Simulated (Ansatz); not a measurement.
# How basis sets differ on PbS (SMILES [S][Pb])

PbS, singlet, SMILES `[S][Pb]`. Each level relaxes the structure for itself.

Each level gives the harmonic wavenumber (cm⁻¹). The values are calculated.

**What was measured.** Huber and Herzberg, Constants of Diatomic Molecules gives the harmonic wavenumber of the gas as 429 cm⁻¹.

```
                           level                 kind  program  value (cm⁻¹)  computed − measured
   MP2/def2-SVP (core potential)  perturbation theory   Ansatz           436                   +7
  MP2/def2-SVPD (core potential)  perturbation theory   Ansatz           426                   -3
 MP2/def2-TZVPD (core potential)  perturbation theory   Ansatz           445                  +16
MP2/def2-TZVPPD (core potential)  perturbation theory   Ansatz           446                  +17
```

Nearest: MP2/def2-SVPD (core potential) (-3 cm⁻¹); farthest: MP2/def2-TZVPPD (core potential) (+17 cm⁻¹). Harmonic and unscaled.

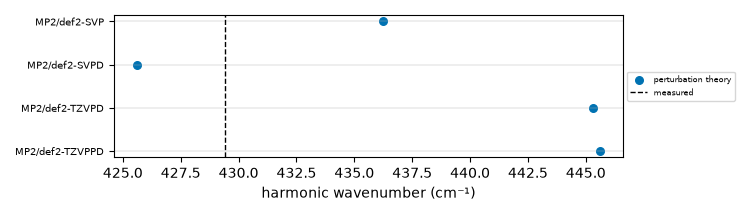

The values of the table, level by level.
